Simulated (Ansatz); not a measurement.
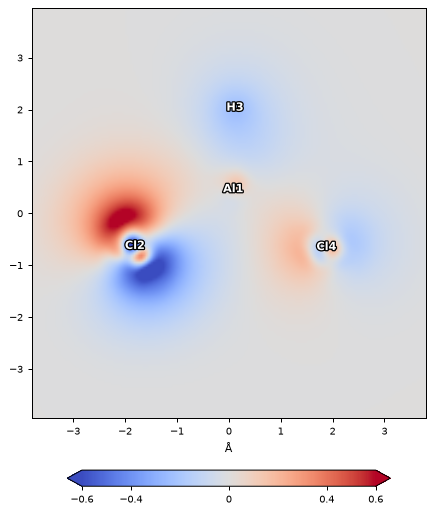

AlCl₂H···SiH₄. One frontier orbital on the plane of atoms Cl2, Al1 and Cl4 (values in Å⁻³ᐟ²; the overall sign is arbitrary).

Not at a stationary point (largest force 1.1 eV/Å).

All numbers below come from RKS PBE/def2-SVP in Ansatz 0.2.0.

```yaml
atoms:
  - { symbol: Al, position_ang: [-0.0123, 0.3879, 0.0941] }
  - { symbol: Cl, position_ang: [0.0072, 0.9118, 2.2242] }
  - { symbol: H, position_ang: [1.3411, 0.2032, -0.6998] }
  - { symbol: Cl, position_ang: [-1.8625, 0.4140, -0.9198] }
  - { symbol: Si, position_ang: [-0.3592, -2.9390, 1.1636] }
  - { symbol: H, position_ang: [-0.8648, -3.2888, -0.2037] }
  - { symbol: H, position_ang: [0.9377, -3.6376, 1.4452] }
  - { symbol: H, position_ang: [-1.3831, -3.2542, 2.2119] }
  - { symbol: H, position_ang: [-0.1107, -1.4738, 1.2353] }
```

### Which orbital is it: HOMO or LUMO?

The HOMO, at −7.35 eV. By Hirshfeld shares it lies mainly on Cl2 (about 80 %); largely a lone pair of Cl2.
